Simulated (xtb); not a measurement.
Geometry relaxation of C$_{2}$H$_{4}$F$_{2}$Se (part 2 of 3)

Continued. System: C$_{2}$H$_{4}$F$_{2}$Se, SMILES FC[Se]CF. Method: GFN2-xTB (xtb 6.7.1). The geometry comes from this level: GFN2-xTB.

Geometry of the input (Å):
```
F  -0.9825  0.5075  1.6415
C  -0.0196  1.1268  0.9140
Se 1.3259  -0.1774  0.3166
C  0.1084  -1.1388  -0.8930
F  -0.2459  -0.3419  -1.9322
H  -0.4898  1.5827  0.0380
H  0.4730  1.8704  1.5451
H  0.6284  -2.0164  -1.2850
H  -0.7979  -1.4128  -0.3451
```

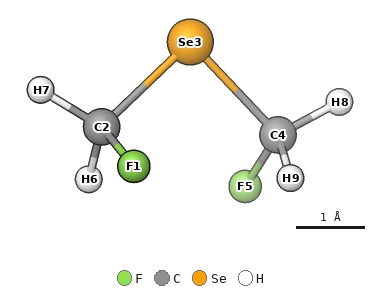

Fig. 1: The geometry at step 2 of the log (ball-and-stick view, seen at a tilt; atoms are numbered from 1 in the order of the input).

### Log, continued
```
          ...................................................
          :                      SETUP                      :
          :.................................................:
          :  # basis functions                  30          :
          :  # atomic orbitals                  29          :
          :  # shells                           15          :
          :  # electrons                        32          :
          :  max. iterations                   250          :
          :  Hamiltonian                  GFN2-xTB          :
          :  restarted?                      false          :
          :  GBSA solvation                  false          :
          :  PC potential                    false          :
          :  electronic temp.          300.0000000     K    :
          :  accuracy                    1.0000000          :
          :  -> integral cutoff          0.2500000E+02      :
          :  -> integral neglect         0.1000000E-07      :
          :  -> SCF convergence          0.1000000E-05 Eh   :
          :  -> wf. convergence          0.1000000E-03 e    :
          :  Broyden damping             0.4000000          :
          :  net charge                          0          :
          :  unpaired electrons                  0          :
          ...................................................

 iter      E             dE          RMSdq      gap      omega  full diag
   1    -19.0323996 -0.190324E+02  0.373E-05    4.10       0.0  T
   2    -19.0323996 -0.394351E-12  0.230E-05    4.10    1448.3  T
   3    -19.0323996 -0.106581E-12  0.793E-06    4.10    4202.0  T

   *** convergence criteria satisfied after 3 iterations ***

         #    Occupation            Energy/Eh            Energy/eV
      -------------------------------------------------------------
         1        2.0000           -0.8385173             -22.8172
       ...           ...                  ...                  ...
        10        2.0000           -0.5477475             -14.9050
        11        2.0000           -0.5355884             -14.5741
        12        2.0000           -0.4854614             -13.2101
        13        2.0000           -0.4845615             -13.1856
        14        2.0000           -0.4639343             -12.6243
        15        2.0000           -0.4540943             -12.3565
        16        2.0000           -0.3916815             -10.6582 (HOMO)
        17                         -0.2409435              -6.5564 (LUMO)
        18                         -0.1776520              -4.8342
        19                         -0.0234102              -0.6370
        20                          0.0308769               0.8402
        21                          0.0803841               2.1874
       ...                                ...                  ...
        29                          0.6358272              17.3017
      -------------------------------------------------------------
                  HL-Gap            0.1507381 Eh            4.1018 eV
             Fermi-level           -0.3163125 Eh           -8.6073 eV

 SCC (total)                   0 d,  0 h,  0 min,  0.003 sec
 SCC setup                      ...        0 min,  0.000 sec (  1.582%)
 Dispersion                     ...        0 min,  0.000 sec (  0.809%)
 classical contributions        ...        0 min,  0.000 sec (  0.281%)
 integral evaluation            ...        0 min,  0.001 sec ( 20.171%)
 iterations                     ...        0 min,  0.001 sec ( 30.531%)
 molecular gradient             ...        0 min,  0.001 sec ( 43.349%)
 printout                       ...        0 min,  0.000 sec (  3.004%)

         :::::::::::::::::::::::::::::::::::::::::::::::::::::
         ::                     SUMMARY                     ::
         :::::::::::::::::::::::::::::::::::::::::::::::::::::
         :: total energy             -18.939836658359 Eh    ::
         :: gradient norm              0.000114588945 Eh/a0 ::
         :: HOMO-LUMO gap              4.101792204691 eV    ::
         ::.................................................::
         :: SCC energy               -19.032397849143 Eh    ::
         :: -> isotropic ES            0.024724888053 Eh    ::
         :: -> anisotropic ES          0.000985298381 Eh    ::
         :: -> anisotropic XC         -0.004586102092 Eh    ::
         :: -> dispersion             -0.004649605782 Eh    ::
         :: repulsion energy           0.092561190784 Eh    ::
         :: add. restraining           0.000000000000 Eh    ::
         :: total charge              -0.000000000000 e     ::
         :::::::::::::::::::::::::::::::::::::::::::::::::::::

           -------------------------------------------------
          |                Numerical Hessian                |
           -------------------------------------------------
step length          :   0.00500
SCC accuracy         :   0.30000
Hessian scale factor :   1.00000
frozen atoms in %    :   0.00000    0
RMS gradient         :   0.00011
estimated CPU  time      0.00 min

writing file <hessian>.

 projected vibrational frequencies (cm⁻¹)
eigval :       -0.00    -0.00    -0.00     0.00     0.00     0.00
eigval :       58.30    80.52   176.17   279.89   293.70   554.80
eigval :      569.90   787.52   851.66  1030.11  1032.61  1170.45
eigval :     1177.10  1213.53  1215.22  1383.56  1385.46  2934.39
eigval :     2934.61  2955.06  2960.04
           -------------------------------------------------
          |                Property Printout                |
           -------------------------------------------------

    * Orbital Energies and Occupations

         #    Occupation            Energy/Eh            Energy/eV
      -------------------------------------------------------------
         1        2.0000           -0.8385173             -22.8172
       ...           ...                  ...                  ...
         4        2.0000           -0.6386512             -17.3786
         5        2.0000           -0.6312436             -17.1770
         6        2.0000           -0.5741957             -15.6247
         7        2.0000           -0.5699446             -15.5090
         8        2.0000           -0.5675179             -15.4429
         9        2.0000           -0.5669100             -15.4264
        10        2.0000           -0.5477475             -14.9050
        11        2.0000           -0.5355884             -14.5741
        12        2.0000           -0.4854614             -13.2101
        13        2.0000           -0.4845615             -13.1856
        14        2.0000           -0.4639344             -12.6243
        15        2.0000           -0.4540944             -12.3565
        16        2.0000           -0.3916815             -10.6582 (HOMO)
        17                         -0.2409435              -6.5564 (LUMO)
        18                         -0.1776520              -4.8342
        19                         -0.0234102              -0.6370
        20                          0.0308769               0.8402
        21                          0.0803841               2.1874
        22                          0.0860254               2.3409
        23                          0.0995194               2.7081
        24                          0.1319591               3.5908
        25                          0.1337169               3.6386
        26                          0.1536864               4.1820
        27                          0.1882121               5.1215
       ...                                ...                  ...
        29                          0.6358272              17.3017
      -------------------------------------------------------------
                  HL-Gap            0.1507381 Eh            4.1018 eV
             Fermi-level           -0.3163125 Eh           -8.6073 eV

     #   Z          covCN         q      C6AA      α(0)
     1   9 F        0.803    -0.221    11.454     3.998
     2   6 C        3.597     0.122    19.135     6.331
     3  34 Se       1.971    -0.114   239.556    26.969
     4   6 C        3.597     0.122    19.135     6.331
     5   9 F        0.803    -0.221    11.454     3.998
     6   1 H        0.924     0.080     1.976     2.198
     7   1 H        0.924     0.075     2.030     2.228
     8   1 H        0.924     0.075     2.030     2.228
     9   1 H        0.924     0.080     1.976     2.198

 Mol. C6AA /au·bohr⁶  :       1318.719653
 Mol. C8AA /au·bohr⁸  :      49947.699501
 Mol. α(0) /au        :         56.478960

Wiberg/Mayer (AO) data.
largest (>0.10) Wiberg bond orders for each atom

 ---------------------------------------------------------------------------
     #   Z sym  total        # sym  WBO       # sym  WBO       # sym  WBO
 ---------------------------------------------------------------------------
     1   9 F    1.069 --     2 C    0.965
     2   6 C    3.894 --     3 Se   1.002     1 F    0.965     7 H    0.957
                             6 H    0.956
     3  34 Se   2.228 --     2 C    1.002     4 C    1.002
     4   6 C    3.894 --     3 Se   1.002     5 F    0.965     8 H    0.957
                             9 H    0.956
     5   9 F    1.069 --     4 C    0.965
     6   1 H    0.994 --     2 C    0.956
     7   1 H    0.994 --     2 C    0.957
     8   1 H    0.994 --     4 C    0.957
     9   1 H    0.994 --     4 C    0.956
 ---------------------------------------------------------------------------

Topologies differ in total number of bonds
Writing topology from bond orders to xtbtopo.mol

molecular dipole:
                 x           y           z       tot (Debye)
 q only:        0.207      -0.028       0.049
   full:       -0.081       0.011      -0.020       0.214
molecular quadrupole (traceless):
                xx          xy          yy          xz          yz          zz
 q only:       -1.514       0.534       6.327       1.103       2.045      -4.813
  q+dip:       -3.259       0.641       8.335       0.963       3.732      -5.076
   full:       -3.116       0.503       8.433       1.139       4.250      -5.317

           -------------------------------------------------
          |                Geometry Summary                 |
           -------------------------------------------------

      molecular mass/u    :      145.0094297
   center of mass at/Å    :        0.5679840      -0.0757858       0.1354347
  moments of inertia/u·Å² :        0.1381072E+03   0.2002712E+03   0.2939239E+03
rotational constants/cm⁻¹ :        0.1220619E+00   0.8417404E-01   0.5735373E-01

 * 6 selected distances

     #   Z          #   Z                                           value/Å
     1   9 F        2   6 C                                       1.3568653 (max)
     4   6 C        5   9 F                                       1.3568362
Molecule has the following symmetry elements: (C2)
It seems to be the C2 point group
     2   6 C        6   1 H                                       1.0940565
     2   6 C        7   1 H                                       1.0928708 (min)
     4   6 C        8   1 H                                       1.0928967
     4   6 C        9   1 H                                       1.0940748

 * 2 distinct bonds (by element types)

   Z      Z             #   av. dist./Å        max./Å        min./Å
   1 H    6 C           4     1.0934747     1.0940748     1.0928708
   6 C    9 F           2     1.3568507     1.3568653     1.3568362

           -------------------------------------------------
          |               Frequency Printout                |
           -------------------------------------------------
 projected vibrational frequencies (cm⁻¹)
eigval :       -0.00    -0.00    -0.00     0.00     0.00     0.00
eigval :       58.30    80.52   176.17   279.89   293.70   554.80
eigval :      569.90   787.52   851.66  1030.11  1032.61  1170.45
eigval :     1177.10  1213.53  1215.22  1383.56  1385.46  2934.39
eigval :     2934.61  2955.06  2960.04
 reduced masses (amu)
   1: 61.79   2: 29.70   3: 48.40   4: 39.61   5: 22.38   6: 28.96   7: 22.84   8: 12.21
   9: 10.29  10: 30.83  11: 33.64  12: 19.86  13: 15.58  14:  4.11  15:  5.32  16: 14.49
  17: 14.50  18:  2.34  19:  2.19  20:  2.74  21:  2.64  22:  1.84  23:  1.79  24:  1.60
  25:  1.64  26:  1.84  27:  1.89
 IR intensities (km·mol⁻¹)
   1:  0.01   2:  0.00   3:  0.00   4:  0.00   5:  0.01   6:  0.00   7:  2.43   8: 16.43
   9:  7.07  10: 12.24  11:  6.76  12:  0.49  13:  2.01  14:  0.01  15: 15.47  16:184.02
  17:113.97  18: 11.16  19: 15.45  20: 47.11  21: 32.50  22:  1.08  23:  0.02  24:  2.56
  25: 12.77  26: 10.15  27:  6.74
 Raman intensities (Ä⁴*amu⁻¹)
   1:  0.00   2:  0.00   3:  0.00   4:  0.00   5:  0.00   6:  0.00   7:  0.00   8:  0.00
   9:  0.00  10:  0.00  11:  0.00  12:  0.00  13:  0.00  14:  0.00  15:  0.00  16:  0.00
  17:  0.00  18:  0.00  19:  0.00  20:  0.00  21:  0.00  22:  0.00  23:  0.00  24:  0.00
  25:  0.00  26:  0.00  27:  0.00
 output can be read by thermo (or use thermo option).
 writing <g98.out> molden fake output.
 recommended (thermochemical) frequency scaling factor: 1.0
           -------------------------------------------------
          |             Thermodynamic Functions             |
           -------------------------------------------------

c2  symmetry found (for desy threshold:  0.10E+00) used in thermo

          ...................................................
          :                      SETUP                      :
          :.................................................:
          :  # frequencies                          21      :
          :  # imaginary freq.                       0      :
          :  linear?                             false      :
          :  only rotor calc.                    false      :
          :  symmetry                               c2      :
          :  rotational number                       2      :
          :  scaling factor                  1.0000000      :
          :  rotor cutoff                   50.0000000 cm⁻¹ :
          :  imag. cutoff                  -20.0000000 cm⁻¹ :
          :.................................................:

    mode    ω/cm⁻¹     T·S(HO)/kcal·mol⁻¹    T·S(FR)/kcal·mol⁻¹   T·S(vib)
   ------------------------------------------------------------------------
       1     58.30    -1.34583 ( 64.89%)    -1.01065 ( 35.11%)    -1.22815
       2     80.52    -1.15630 ( 87.05%)    -0.91512 ( 12.95%)    -1.12508
       3    176.17    -0.70619 ( 99.36%)    -0.68332 (  0.64%)    -0.70605
       4    279.89    -0.45746 ( 99.90%)    -0.54622 (  0.10%)    -0.45755
       5    293.70    -0.43308 ( 99.92%)    -0.53197 (  0.08%)    -0.43316
   ------------------------------------------------------------------------

   temp. (K)  partition function   enthalpy   heat capacity  entropy
                                   cal/mol     cal/K/mol   cal/K/mol   J/K/mol
 298.15  VIB   48.4                 2336.879     13.944     15.048
         ROT  0.109E+06              888.752      2.981     26.030
         INT  0.527E+07             3225.631     16.925     41.077
         TR   0.169E+28             1481.254      4.968     40.807
         TOT                        4706.8852    21.8927    81.8846   342.6051

       T/K    H(0)-H(T)+PV         H(T)/Eh          T*S/Eh         G(T)/Eh
   ------------------------------------------------------------------------
    298.15    0.750090E-02    0.645567E-01    0.389060E-01    0.256507E-01
   ------------------------------------------------------------------------

         :::::::::::::::::::::::::::::::::::::::::::::::::::::
         ::                  THERMODYNAMIC                  ::
         :::::::::::::::::::::::::::::::::::::::::::::::::::::
         :: total free energy         -18.914185962279 Eh   ::
         ::.................................................::
         :: total energy              -18.939836658359 Eh   ::
         :: zero point energy           0.057055806283 Eh   ::
         :: G(RRHO) w/o ZPVE           -0.031405110204 Eh   ::
         :: G(RRHO) contrib.            0.025650696079 Eh   ::
         :::::::::::::::::::::::::::::::::::::::::::::::::::::

optimized geometry written to: xtbopt.xyz

           -------------------------------------------------
          | TOTAL ENERGY              -18.939836658359 Eh   |
          | TOTAL ENTHALPY            -18.875279953110 Eh   |
          | TOTAL FREE ENERGY         -18.914185962279 Eh   |
          | GRADIENT NORM               0.000114551402 Eh/α |
          | HOMO-LUMO GAP               4.101791709614 eV   |
           -------------------------------------------------

------------------------------------------------------------------------
------------------------------------------------------------------------
 total:
 *  cpu-time:     0 d,  0 h,  0 min,  0.267 sec
 * ratio c/w:     1.000 speedup
 SCF:
 *  cpu-time:     0 d,  0 h,  0 min,  0.005 sec
 * ratio c/w:     1.000 speedup
 ANC optimizer:
 *  cpu-time:     0 d,  0 h,  0 min,  0.021 sec
 * ratio c/w:     1.000 speedup
 analytical hessian:
 *  cpu-time:     0 d,  0 h,  0 min,  0.231 sec
 * ratio c/w:     1.000 speedup
```

### File vibspectrum
```
$vibrational spectrum
#  mode     symmetry     wave number   IR intensity    selection rules
#                         cm**(-1)      (km*mol⁻¹)        IR
     1                      -0.00         0.00000          -
     2                      -0.00         0.00000          -
     3                      -0.00         0.00000          -
     4                       0.00         0.00000          -
     5                       0.00         0.00000          -
     6                       0.00         0.00000          -
     7        a             58.30         2.43317         YES
     8        a             80.52        16.43097         YES
     9        a            176.17         7.06827         YES
    10        a            279.89        12.23572         YES
    11        a            293.70         6.76038         YES
    12        a            554.80         0.49019         YES
    13        a            569.90         2.01072         YES
    14        a            787.52         0.00577         NO
    15        a            851.66        15.46703         YES
    16        a           1030.11       184.02457         YES
    17        a           1032.61       113.96807         YES
    18        a           1170.45        11.16444         YES
    19        a           1177.10        15.44648         YES
    20        a           1213.53        47.10931         YES
    21        a           1215.22        32.50116         YES
    22        a           1383.56         1.08117         YES
    23        a           1385.46         0.01858         YES
    24        a           2934.39         2.55535         YES
    25        a           2934.61        12.77185         YES
    26        a           2955.06        10.14781         YES
    27        a           2960.04         6.73562         YES
$end
```

### Trajectory as extended XYZ (Å, eV, eV/Å), 4 frames, from step=0 to step=3
```
9
Properties=species:S:1:pos:R:3 step=0 energy=-515.37919
F    -0.9825    0.5075    1.6415
C    -0.0196    1.1268    0.9140
Se    1.3259   -0.1774    0.3166
C     0.1084   -1.1388   -0.8930
F    -0.2459   -0.3419   -1.9322
H    -0.4898    1.5827    0.0380
H     0.4730    1.8704    1.5451
H     0.6284   -2.0164   -1.2850
H    -0.7979   -1.4128   -0.3451
9
Properties=species:S:1:pos:R:3 step=1 energy=-515.37920
F    -0.9819    0.5068    1.6420
C    -0.0194    1.1262    0.9138
Se    1.3262   -0.1774    0.3162
C     0.1085   -1.1383   -0.8925
F    -0.2447   -0.3418   -1.9325
H    -0.4903    1.5814    0.0374
H     0.4725    1.8711    1.5444
H     0.6274   -2.0167   -1.2842
H    -0.7983   -1.4112   -0.3447
9
Properties=species:S:1:pos:R:3 step=2 energy=-515.37921
F    -0.9811    0.5061    1.6426
C    -0.0193    1.1258    0.9133
Se    1.3264   -0.1774    0.3163
C     0.1086   -1.1378   -0.8922
F    -0.2436   -0.3419   -1.9330
H    -0.4913    1.5804    0.0372
H     0.4724    1.8713    1.5434
H     0.6265   -2.0171   -1.2832
H    -0.7987   -1.4095   -0.3445
9
Properties=species:S:1:pos:R:3 step=3 energy=-515.37921
F    -0.9807    0.5060    1.6432
C    -0.0192    1.1259    0.9135
Se    1.3264   -0.1771    0.3160
C     0.1087   -1.1379   -0.8922
F    -0.2429   -0.3422   -1.9336
H    -0.4916    1.5799    0.0374
H     0.4723    1.8718    1.5432
H     0.6262   -2.0177   -1.2827
H    -0.7990   -1.4087   -0.3447
```
